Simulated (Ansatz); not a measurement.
## How methods differ on AlH5O (Al(H2O)H3)

AlH5O: 7 atoms, total charge 0, spin state singlet. SMILES: `[H][Al]([H])([H])<-[OH2]`. The shape comes from GFN2-xTB, which is rough for such elements, and wasn't checked as a minimum.

Each level gives the vertical energy of the triplet above the singlet (eV). The values are calculated.

```
         level                    kind  program  value (eV)  less FCI/STO-3G  CPU time (all runs)
  SVWN5/STO-3G                     LDA   Ansatz        8.64            -2.17                2.2 s
 r2SCAN/STO-3G                meta-GGA   Ansatz        9.17            -1.64                8.1 s
  B3LYP/STO-3G           global hybrid   Ansatz        9.40            -1.41                3.6 s
r2SCAN0/STO-3G         hybrid meta-GGA   Ansatz        9.88            -0.93                8.1 s
wB97M-V/STO-3G  range-separated hybrid   Ansatz       10.09            -0.72                 51 s
BCCD(T)/STO-3G   coupled cluster or CI   Ansatz       10.91            +0.10               0.93 s
   CCSD/STO-3G   coupled cluster or CI   Ansatz       11.00            +0.19               0.83 s
    FCI/STO-3G      exact in the basis   Ansatz       10.81             0.00                 36 s
```

FCI/STO-3G is exact within its basis and frozen core, so for wave-function methods in that basis the difference is their error; functionals converge differently with the basis, so for them it is only a difference. The values span 8.64 to 11.00 eV. A triplet this far above the singlet is often a Rydberg-like or dissociative state; sets without diffuse functions put Rydberg states too high. All rows use very small basis sets, so none should be taken for the real molecule's value. In so small a basis fixed costs decide the times, and correlated methods can beat functionals. CPU times are rough (shared hosts, several kinds of processor and program).

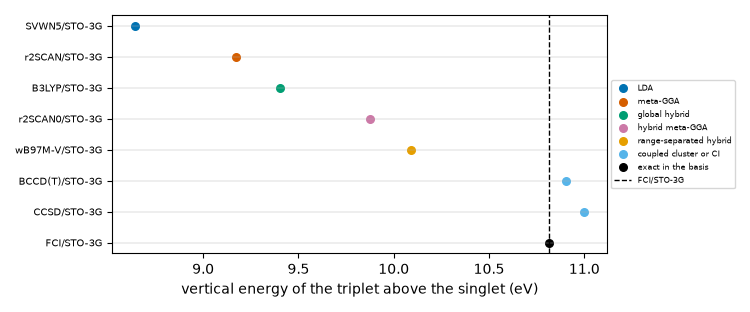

The values of the table, level by level.
